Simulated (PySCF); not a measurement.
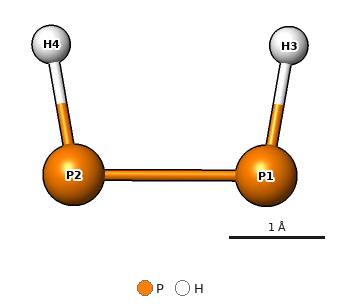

**Figure 1.** The structure as given in the input (ball-and-stick view, seen on its broad side; atoms are numbered from 1 in the order of the input). Bond lengths as drawn: H–P 1.40 Å and P–P 2.03 Å.

NMR shielding calculation, with input and output: P2H2

P2H2 (phosphanylidenephosphane), computed with common gauge origin B97-2/Sadlej pVTZ NMR shielding, non-relativistic, gas phase (PySCF 2.14.0).

Some settings of this run were made unusual or wrong on purpose. The geometry comes from this level: GFN2-xTB. Figures and captions count atoms from 1; the log counts them from 0 in places.

### Log
```
final grid: 34600 points
cycle   1  E = -683.9202592717  dE =  1.789e-02  |g| = 1.353e-01  |ddm| = 2.379e+00
cycle   2  E = -683.9212346111  dE = -9.753e-04  |g| = 6.157e-02  |ddm| = 2.560e-01
cycle   3  E = -683.9223402813  dE = -1.106e-03  |g| = 3.522e-02  |ddm| = 1.155e-01
cycle   4  E = -683.9228332760  dE = -4.930e-04  |g| = 1.643e-03  |ddm| = 4.220e-02
cycle   5  E = -683.9228340417  dE = -7.657e-07  |g| = 7.823e-04  |ddm| = 3.731e-03
cycle   6  E = -683.9228342843  dE = -2.426e-07  |g| = 2.336e-04  |ddm| = 1.192e-03
cycle   7  E = -683.9228342997  dE = -1.541e-08  |g| = 1.290e-04  |ddm| = 3.532e-04
cycle   8  E = -683.9228343065  dE = -6.779e-09  |g| = 7.799e-06  |ddm| = 1.395e-04
cycle   9  E = -683.9228343065  dE = -2.035e-11  |g| = 7.209e-07  |ddm| = 1.446e-05
converged SCF energy = -683.9228343065

GIAO shielding tensors (ppm)
atom      isotropic    diamagn.    paramagn.     s11        s22        s33       span
  0 P     -242.065     938.813   -1180.878  -1137.002   -116.367    527.174   1664.176
  1 P     -120.959    1068.795   -1189.754   -942.126   -129.050    708.299   1650.425
  2 H       16.799      16.097       0.702    -92.912     15.535    127.774    220.686
  3 H       87.346     133.424     -46.078     14.999    113.667    133.373    118.373
```

This output came from the following input.

### Input
```
{"job": {"kind": "nmr", "xc": "B97-2", "basis": "Sadlej pVTZ", "pop": true, "gauge": [2, 0, 0], "scf": {"max_cycle": 58}}, "charge": 0, "multiplicity": 1}
P     -0.940817    -0.678380    -0.379920
P      1.008969    -0.681472     0.177869
H     -1.232767     0.684109    -0.218212
H      1.174849     0.680516     0.470566
```

The first line tells a small driver script what to run in PySCF; the rest is the geometry in Å.

Run as:
```bash
OMP_NUM_THREADS=1 python <driver script> task.json out
```

### What the run reported

| quantity | value |
| --- | --- |
| outcome | converged |
| total energy | −683.922834 hartree |
| HOMO | −7.63 eV |
| LUMO | −3.02 eV |
| dipole moment | 1.22 D |
| isotropic shielding, P | −242.1 to −121.0 ppm |
| isotropic shielding, H | 16.8 to 87.3 ppm |
| hardware | 1 CPU thread, shared host |
| wall time | 3.6 s |
| peak memory | 0.33 GiB |

Some settings of this run were drawn to be unusual or wrong; see gauge = [2, 0, 0]. It converged; results that depend on the unusual settings are not reference values.
